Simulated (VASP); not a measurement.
Input:

```
CELL_PARAMETERS angstrom
      3.96797     0.00000     0.00000
      0.00000     3.96797     0.00000
      0.00000     0.00000     3.96797
ATOMIC_POSITIONS crystal
  Dy 0.00000 0.00000 0.00000
  Sc 0.50000 0.50000 0.50000
  O  0.00000 0.50000 0.50000
  O  0.50000 0.50000 0.00000
  O  0.50000 0.00000 0.50000
```

All values below come from PBEsol GGA, VASP's PBE PAW potentials (set 64) (plane waves; VASP). Run with 520 eV cut-off, 6×6×6 Γ-centred mesh, tetrahedra with Blöchl corrections, potentials Dy_3 Sc_sv O.

The 4f electrons are frozen in the core of the lanthanide potential, so 4f levels, which can set the real gap, and their magnetism are missing.

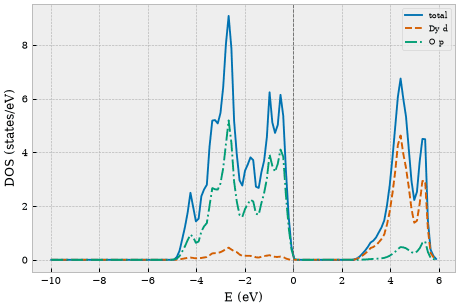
Figure. Total and projected density of states, zero at the valence-band maximum

Within 2 eV below the valence-band maximum the largest weight inside VASP's projection spheres is O p.

The gap is direct, 2.42 eV, from the valence maximum at Γ to the conduction minimum at Γ.

The structure was generated: DyScO3 was put into the cubic-perovskite type (Pm-3m), which need not be its known phase. It was relaxed first, which changed the volume by +7 %.
